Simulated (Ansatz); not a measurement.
Consider KSrCl3 in the cubic perovskite structure (space group Pm-3m, No. 221; a = 5.6767 Å; a hypothetical phase, not in the database extracts checked). Axes: x, y, z lie along the cube axes.

Now apply this change: biaxial strain −4.80 %, plane normal [110], relaxed out of plane (Cartesian); in-plane vectors clamped, the third vector and the atoms free.

Method: Ansatz (a program for electronic structure) PBE, no spin-orbit coupling.

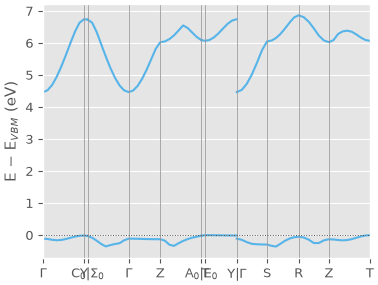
Figure: Highest valence and lowest conduction band along the path of the changed cell's own zone

**Question.** Read the changed gap and its character from the plot.

**Answer.** About 4.5 eV, indirect, T → Γ.

Whether these cells are dynamically stable was not tested. Many cubic perovskites are stable only at high temperature; tilts and polar distortions were not tested. k-point labels follow each cell's own Brillouin zone.
